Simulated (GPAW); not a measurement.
# Screening of a field by Cr2C(OH)2 MXene monolayer, part 2 of 2

How does Cr2C(OH)2 MXene monolayer screen a perpendicular field?

GPAW 26.7.0; GPAW, PAW setups; layer in a repeated cell with vacuum, relaxation of atoms and in-plane cell (the session's first sound run).

So far, dipole along the normal (e·Å): step 2 (relaxation) 3.2e-5; step 3 (the slab's potential) 2.3e-4; step 4 (field on) -0.0953.

## 5. Field on

Level of this step: GPAW, PAW setups; slab in vacuum (GPAW).

run.py

```python
import json
import numpy as np
from ase import Atoms
from gpaw import GPAW, PW
from gpaw.external import ConstantElectricField

slab = Atoms(
    ['H', 'O', 'Cr', 'C', 'Cr', 'O', 'H'],
    positions=[
        [0.00000, 1.73641, 7.00000],
        [-0.00000, 1.73641, 7.97370],
        [1.50378, 0.86821, 9.19481],
        [0.00000, 0.00000, 10.26570],
        [-0.00000, 1.73641, 11.33659],
        [1.50378, 0.86821, 12.55771],
        [1.50378, 0.86821, 13.53141]],
    cell=[[3.00756, 0.0, 0.0], [-1.50378, 2.60463, 0.0], [0.0, 0.0, 20.5314]],
    pbc=[True, True, False],
    magmoms=[0.0, 0.0, 2.0, 0.0, 2.0, 0.0, 0.0])

slab.calc = GPAW(mode=PW(500), xc='PBE', kpts={'size': (12, 12, 1), 'gamma': True},
                 occupations={'name': 'fermi-dirac', 'width': 0.05}, nbands='160%',
                 convergence={'density': 1e-05}, maxiter=200,
                 poissonsolver={'dipolelayer': 'xy'},
                 external=ConstantElectricField(-0.1, [0, 0, 1]),
                 symmetry={'tolerance': 1e-3}, txt='slab.txt')
result = {}
energy = slab.get_potential_energy()
fermi = slab.calc.get_fermi_level()
v = slab.calc.get_electrostatic_potential().mean((0, 1)) - fermi
n = slab.calc.get_pseudo_density().mean((0, 1))
L = slab.cell[2, 2]
z = np.arange(len(v)) * L / len(v)
low, high = slab.positions[:, 2].min(), slab.positions[:, 2].max()
below, above = np.interp([low - 4.8, high + 4.8], z, v)
slopes = [np.interp(x, z, np.gradient(v, z)) for x in (low - 4.8, high + 4.8)]
eps = np.array([[slab.calc.get_eigenvalues(k, s) for k in range(len(slab.calc.get_ibz_k_points()))]
                for s in range(slab.calc.get_number_of_spins())]) - fermi
top, bottom = eps[eps < 0].max(), eps[eps > 0].min()
dipole = slab.get_dipole_moment()[2]
print(f'energy {energy:.4f} eV, Fermi level {fermi:.4f} eV, dipole {dipole:.5f} e A')
print(f'potential 4.8 A off the faces, from the Fermi level: lower {below:.4f} eV, upper {above:.4f} eV')
print(f'slope of the potential there: lower {slopes[0]:.5f}, upper {slopes[1]:.5f} eV/A')
print(f'nearest levels on the mesh: {top:.4f} and {bottom:.4f} eV')
print('magnetic moment', round(slab.get_magnetic_moment(), 3))
result.update(energy=energy, fermi=fermi, dipole=dipole, below=below, above=above, slopes=slopes, edges=[top, bottom],
              z=z.tolist(), v=v.tolist(), n=n.tolist(), positions=slab.positions.tolist(),
              forces=slab.get_forces(apply_constraint=False).tolist(), moments=slab.get_magnetic_moments().tolist())
json.dump(result, open('result.json', 'w'))
```

On the command line:

```bash
$ OMP_NUM_THREADS=1 OPENBLAS_NUM_THREADS=1 python run.py
```

Output:

```text
energy -48.9751 eV, Fermi level 1.6708 eV, dipole -0.04714 e A
potential 4.8 A off the faces, from the Fermi level: lower 1.1896 eV, upper 2.2750 eV
slope of the potential there: lower -0.00229, upper 0.00773 eV/A
nearest levels on the mesh: -0.0042 and 0.0037 eV
magnetic moment 4.502
```

It took 13 min on 1 thread of Arm Neoverse V1, shared host; peak memory 0.62 GiB.

Numbers from this step:

| Quantity | Value |
| --- | --- |
| dipole along the normal | -0.04714 e·Å |
| levels nearest the Fermi level on the mesh | -0.004232, 0.003692 eV from the Fermi level |
| site moments | 0.003949, 0.009696, 2.170, -0.1085, 2.167, 0.009390, 0.004046 μB |
| sum of the site moments | 4.255 μB |
| potential below the slab, the applied field's own ramp left out | 1.190 eV from the Fermi level |
| potential above the slab, the applied field's own ramp left out | 2.275 eV from the Fermi level |

The electrostatic potential energy of an electron (without an applied field's), less the Fermi level, planar mean oscillates, so the rows of the table below give means over windows of 2 Å about each position, cut where the curve ends. Its maxima inside the range that stand out by 2 % of the span (Å: eV): 7.3: -0.184, 8.5: -5.45, 9.9: -8.98, 10.7: -8.89, 12.1: -5.08, 13.2: 0.424, 20.0: 2.28. Its minima: 6.9: -1.39, 8.0: -10.8, 9.2: -16.8, 10.3: -13.3, 11.3: -16.6, 12.5: -10.3, 13.6: -0.697.

Table of electrostatic potential energy of an electron (without an applied field's), less the Fermi level, planar mean by z; means over each step:

```csv
z (Å),"electrostatic potential energy of an electron (without an applied field's), less the Fermi level, planar mean (eV)"
0,1.29
2,1.19
4,1.17
6,0.514
8,-6.05
10,-11.9
12,-9.61
14,0.799
16,2.17
18,2.27
20,2.24
```

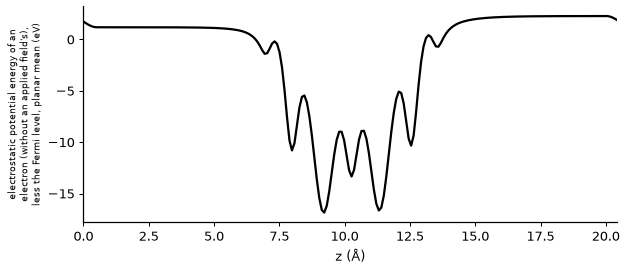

Electrostatic potential energy of an electron (without an applied field's), less the Fermi level, planar mean, plotted against z.

Force by atom:

```csv
atom,x (eV/Å),y (eV/Å),z (eV/Å),size
H1,0.000,0.000,-0.089,0.089
O2,-0.001,0.000,0.102,0.102
Cr3,0.000,0.000,0.014,0.014
C4,0.000,0.000,-0.008,0.008
Cr5,0.000,0.000,0.009,0.009
O6,0.001,0.000,-0.141,0.141
H7,0.000,0.000,0.112,0.112
```

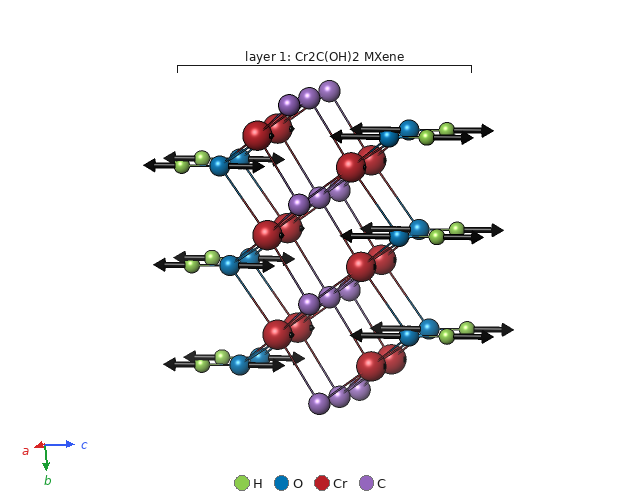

Force as arrows, the longest 0.141 eV/Å. 2×3×1 cells are drawn. Some periodic images of atoms are drawn too.

The dipole is now -0.0471 e Å, against 2.3e-4 in the run without a field.

## 6. Field on

Changes to run.py since step 5:

```diff
@@ -24,3 +24,3 @@
                  poissonsolver={'dipolelayer': 'xy'},
-                 external=ConstantElectricField(-0.1, [0, 0, 1]),
+                 external=ConstantElectricField(-0.05, [0, 0, 1]),
                  symmetry={'tolerance': 1e-3}, txt='slab.txt')
```

Output:

```text
energy -48.9733 eV, Fermi level 1.6853 eV, dipole -0.02354 e A
potential 4.8 A off the faces, from the Fermi level: lower 1.4350 eV, upper 1.9771 eV
slope of the potential there: lower -0.00279, upper 0.00539 eV/A
nearest levels on the mesh: -0.0047 and 0.0296 eV
magnetic moment 4.503
```

The job ended after 13 min (1 thread; peak memory 0.62 GiB).

The electrostatic potential energy of an electron (without an applied field's), less the Fermi level, planar mean oscillates, so the rows of the table below give means over windows of 1 Å about each position, cut where the curve ends. Its maxima inside the range that stand out by 2 % of the span (Å: eV): 7.3: -0.0352, 8.5: -5.35, 9.9: -8.96, 10.7: -8.91, 12.1: -5.17, 13.2: 0.270. Its minima: 6.9: -1.22, 8.0: -10.7, 9.2: -16.8, 10.3: -13.3, 11.3: -16.7, 12.5: -10.4, 13.6: -0.874.

Electrostatic potential energy of an electron (without an applied field's), less the Fermi level, planar mean against z; means over each step:

```
z (Å)  electrostatic potential energy of an electron (without an applied field's), less the Fermi level, planar mean (eV)
    0                                                                                                                1.54
    1                                                                                                                1.44
    2                                                                                                                1.44
    3                                                                                                                1.43
    4                                                                                                                1.41
    5                                                                                                                1.35
    6                                                                                                               0.996
    7                                                                                                              -0.481
    8                                                                                                               -6.77
    9                                                                                                               -12.7
   10                                                                                                               -11.1
   11                                                                                                               -12.7
   12                                                                                                               -8.50
   13                                                                                                               -3.33
   14                                                                                                               0.508
   15                                                                                                                1.71
   16                                                                                                                1.91
   17                                                                                                                1.96
   18                                                                                                                1.97
   19                                                                                                                1.98
   20                                                                                                                1.95
```

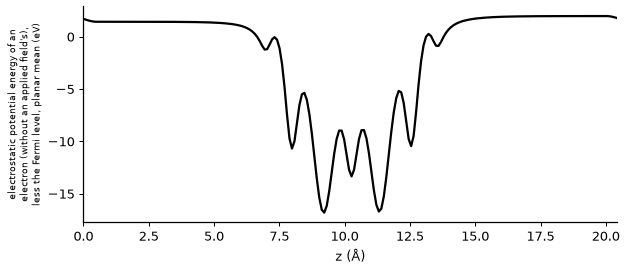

Electrostatic potential energy of an electron (without an applied field's), less the Fermi level, planar mean, plotted against z.

## 7. In a field

Changes to run.py since step 6:

```diff
@@ -24,3 +24,3 @@
                  poissonsolver={'dipolelayer': 'xy'},
-                 external=ConstantElectricField(-0.05, [0, 0, 1]),
+                 external=ConstantElectricField(0.05, [0, 0, 1]),
                  symmetry={'tolerance': 1e-3}, txt='slab.txt')
```

Output:

```text
energy -48.9733 eV, Fermi level 1.6852 eV, dipole 0.02353 e A
potential 4.8 A off the faces, from the Fermi level: lower 1.9771 eV, upper 1.4350 eV
slope of the potential there: lower -0.00531, upper 0.00280 eV/A
nearest levels on the mesh: -0.0046 and 0.0298 eV
magnetic moment 4.503
```

Wall time 13 min (1 thread); peak memory 0.61 GiB.

## 8. Field on

Changes to run.py since step 7:

```diff
@@ -24,3 +24,3 @@
                  poissonsolver={'dipolelayer': 'xy'},
-                 external=ConstantElectricField(0.05, [0, 0, 1]),
+                 external=ConstantElectricField(0.1, [0, 0, 1]),
                  symmetry={'tolerance': 1e-3}, txt='slab.txt')
```

Output:

```text
energy -48.9751 eV, Fermi level 1.6707 eV, dipole 0.04716 e A
potential 4.8 A off the faces, from the Fermi level: lower 2.2754 eV, upper 1.1896 eV
slope of the potential there: lower -0.00773, upper 0.00229 eV/A
nearest levels on the mesh: -0.0042 and 0.0039 eV
magnetic moment 4.502
```

Elapsed: 13 min, on 1 thread; peak memory 0.61 GiB.

The electrostatic potential energy of an electron (without an applied field's), less the Fermi level, planar mean oscillates, so the rows of the table below give means over windows of 1 Å about each position, cut where the curve ends. Its maxima inside the range that stand out by 2 % of the span (Å: eV): 0.6: 2.28, 7.3: 0.424, 8.5: -5.08, 9.8: -8.89, 10.6: -8.98, 12.1: -5.45, 13.2: -0.184. Its minima: 6.9: -0.697, 8.0: -10.3, 9.2: -16.6, 10.3: -13.3, 11.3: -16.8, 12.5: -10.8, 13.6: -1.39.

Electrostatic potential energy of an electron (without an applied field's), less the Fermi level, planar mean against z; means over each step:

| z (Å) | electrostatic potential energy of an electron (without an applied field's), less the Fermi level, planar mean (eV) |
| --- | --- |
| 0 | 2.07 |
| 1 | 2.28 |
| 2 | 2.28 |
| 3 | 2.26 |
| 4 | 2.23 |
| 5 | 2.11 |
| 6 | 1.66 |
| 7 | 0.0326 |
| 8 | -6.42 |
| 9 | -12.5 |
| 10 | -11.0 |
| 11 | -12.8 |
| 12 | -8.77 |
| 13 | -3.75 |
| 14 | -0.0694 |
| 15 | 1.02 |
| 16 | 1.15 |
| 17 | 1.18 |
| 18 | 1.19 |
| 19 | 1.19 |
| 20 | 1.25 |

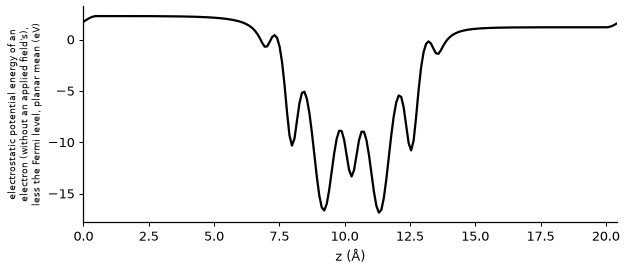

Electrostatic potential energy of an electron (without an applied field's), less the Fermi level, planar mean, plotted against z.

The dipole is now 0.0472 e Å, against 2.3e-4 in the run without a field.

## 9. In a field

Changes to run.py since step 8:

```diff
@@ -24,3 +24,3 @@
                  poissonsolver={'dipolelayer': 'xy'},
-                 external=ConstantElectricField(0.1, [0, 0, 1]),
+                 external=ConstantElectricField(0.2, [0, 0, 1]),
                  symmetry={'tolerance': 1e-3}, txt='slab.txt')
```

Output:

```text
energy -48.9821 eV, Fermi level 1.6167 eV, dipole 0.09526 e A
potential 4.8 A off the faces, from the Fermi level: lower 2.9278 eV, upper 0.7363 eV
slope of the potential there: lower -0.01556, upper 0.00211 eV/A
nearest levels on the mesh: -0.0029 and 0.0414 eV
magnetic moment 4.501
```

Run time: 15 min. Hardware: 1 thread; peak memory 0.62 GiB.

The electrostatic potential energy of an electron (without an applied field's), less the Fermi level, planar mean oscillates, so the rows of the table below give means over windows of 2 Å about each position, cut where the curve ends. Its maxima inside the range that stand out by 2 % of the span (Å: eV): 0.6: 2.94, 7.3: 0.737, 8.5: -4.89, 9.8: -8.84, 10.6: -9.01, 12.1: -5.62, 13.2: -0.477. Its minima: 6.9: -0.339, 8.0: -10.1, 9.2: -16.5, 10.3: -13.3, 11.3: -17.0, 12.5: -11.0, 13.6: -1.72.

Electrostatic potential energy of an electron (without an applied field's), less the Fermi level, planar mean against z; means over each step:

```csv
z (Å),"electrostatic potential energy of an electron (without an applied field's), less the Fermi level, planar mean (eV)"
0,2.73
2,2.93
4,2.83
6,1.85
8,-5.35
10,-11.9
12,-10.1
14,-0.331
16,0.701
18,0.735
20,0.820
```

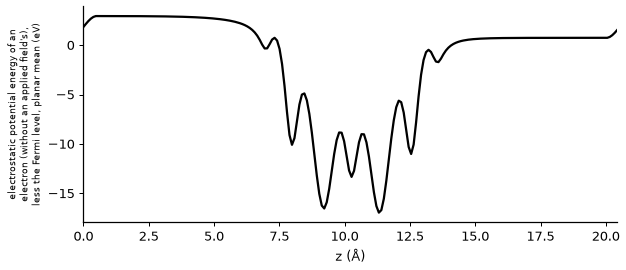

Electrostatic potential energy of an electron (without an applied field's), less the Fermi level, planar mean against z.

The dipole is now 0.0953 e Å, against 2.3e-4 in the run without a field.

## 10. In a field

Changes to run.py since step 9:

```diff
@@ -24,3 +24,3 @@
                  poissonsolver={'dipolelayer': 'xy'},
-                 external=ConstantElectricField(0.2, [0, 0, 1]),
+                 external=ConstantElectricField(0.3, [0, 0, 1]),
                  symmetry={'tolerance': 1e-3}, txt='slab.txt')
```

Output:

```text
energy -48.9940 eV, Fermi level 1.5308 eV, dipole 0.14595 e A
potential 4.8 A off the faces, from the Fermi level: lower 3.6709 eV, upper 0.3191 eV
slope of the potential there: lower -0.03108, upper 0.00274 eV/A
nearest levels on the mesh: -0.0009 and 0.0260 eV
magnetic moment 4.496
```

Run time: 12 min. Hardware: 1 thread; peak memory 0.62 GiB.

The electrostatic potential energy of an electron (without an applied field's), less the Fermi level, planar mean oscillates, so the rows of the table below give means over windows of 2 Å about each position, cut where the curve ends. Its maxima inside the range that stand out by 2 % of the span (Å: eV): 0.5: 3.69, 7.3: 1.05, 8.5: -4.70, 9.8: -8.79, 10.6: -9.05, 12.1: -5.80, 13.2: -0.765. Its minima: 7.0: 0.0215, 8.0: -9.85, 9.2: -16.4, 10.3: -13.3, 11.3: -17.1, 12.5: -11.2, 13.6: -2.04.

Electrostatic potential energy of an electron (without an applied field's), less the Fermi level, planar mean against z; means over each step:

| z (Å) | electrostatic potential energy of an electron (without an applied field's), less the Fermi level, planar mean (eV) |
| --- | --- |
| 0 | 3.37 |
| 2 | 3.67 |
| 4 | 3.51 |
| 6 | 2.33 |
| 8 | -5.11 |
| 10 | -11.8 |
| 12 | -10.3 |
| 14 | -0.677 |
| 16 | 0.290 |
| 18 | 0.318 |
| 20 | 0.448 |

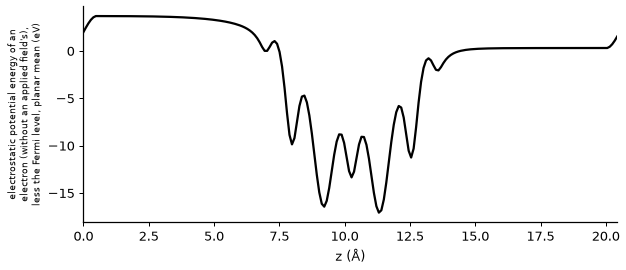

Electrostatic potential energy of an electron (without an applied field's), less the Fermi level, planar mean against z.

The dipole is now 0.146 e Å, against 2.3e-4 in the run without a field.

## 11. The series

The members are put on one axis.

This step: induced dipole against applied field (GPAW 26.7.0).

The dipole along the normal by field:

```
field (V/Å)  dipole along the normal (e·Å)
     -0.200                        -0.0953
     -0.100                        -0.0471
     -0.050                        -0.0235
      0.000                         2.3e-4
      0.050                         0.0235
      0.100                         0.0472
      0.200                         0.0953
      0.300                          0.146
```

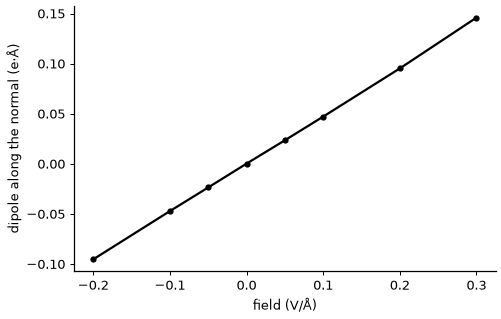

Dipole along the normal against field.

## 12. A changed run

One more run, with changed settings.

This step: GPAW, PAW setups; slab in vacuum (GPAW 26.7.0).

Changes to run.py since step 10:

```diff
@@ -3,4 +3,3 @@
 from ase import Atoms
-from gpaw import GPAW, PW
-from gpaw.external import ConstantElectricField
+from gpaw import GPAW
 
@@ -20,7 +19,6 @@
 
-slab.calc = GPAW(mode=PW(500), xc='PBE', kpts={'size': (12, 12, 1), 'gamma': True},
+slab.calc = GPAW(mode='fd', h=0.4, xc='PBE', kpts={'size': (12, 12, 1), 'gamma': True},
                  occupations={'name': 'fermi-dirac', 'width': 0.05}, nbands='160%',
-                 convergence={'density': 1e-05}, maxiter=200,
+                 convergence={'density': 1e-05}, maxiter=50,
                  poissonsolver={'dipolelayer': 'xy'},
-                 external=ConstantElectricField(0.3, [0, 0, 1]),
                  symmetry={'tolerance': 1e-3}, txt='slab.txt')
```

Output:

```text
energy -509.3669 eV, Fermi level -2.1718 eV, dipole 0.00006 e A
potential 4.8 A off the faces, from the Fermi level: lower 2.1724 eV, upper 2.1709 eV
slope of the potential there: lower -0.00039, upper 0.00039 eV/A
nearest levels on the mesh: -0.0368 and 0.0466 eV
magnetic moment 0.0
```

It took 2.5 min on 1 thread; peak memory 0.2 GiB.

The run finished. A setting was moved off its sound value on purpose, so it serves as a test and not as the result.

The fault put into the input: a grid far too coarse (mode = "fd" and h = 0.4).

Side by side:

```
                    quantity  this run  sound run  difference
    upper work function (eV)    2.1709     1.6963       0.475
    lower work function (eV)    2.1724     1.6978       0.475
sum of the site moments (μB)  4.347e-5     4.2559       -4.26
```

The two runs differ clearly in the sum of the site moments: 4.3e-5 μB against 4.26 μB.

## 13. Results

| Quantity | Value |
| --- | --- |
| work function, both faces | 1.70 eV |
| dipole along the normal | 2.3e-4 e Å, near the numerical noise |
| induced dipole per field | 0.480 e Å per V/Å |
| out-of-plane polarisability per area, α/(ε0 A) | 11.1 Å |

In words: The field induces 0.480 e Å per V/Å, a polarisable thickness α/(ε0 A) of 11.1 Å beside 6.53 Å between the outermost nuclei. A perfect conductor would give the distance between its two image planes; a dielectric of thickness t gives t(1 - 1/ε). The induced dipole is linear in the field over this range. The starting lattice was a guess from atomic radii; the relaxation moved it by 6 %. The small printed dipole stands for a step of -5.4 meV from the lower to the upper face, and the probes find -1.5 meV; values this small are near the numerical noise of both. One magnetic start was tried; another order may lie lower. The layer's cell and atoms come from the relaxation; spin-orbit coupling and temperature are left out.

[Logs are printed without paths, hosts, clocks, repeated set-up lines and the standing remarks that a program may print on its own settings, such as how far it seeks lower states.]

[Hosts, paths, dates, database ids (printed as entryN), source tags and the programs' standing remarks are cut or masked in the printed files.]
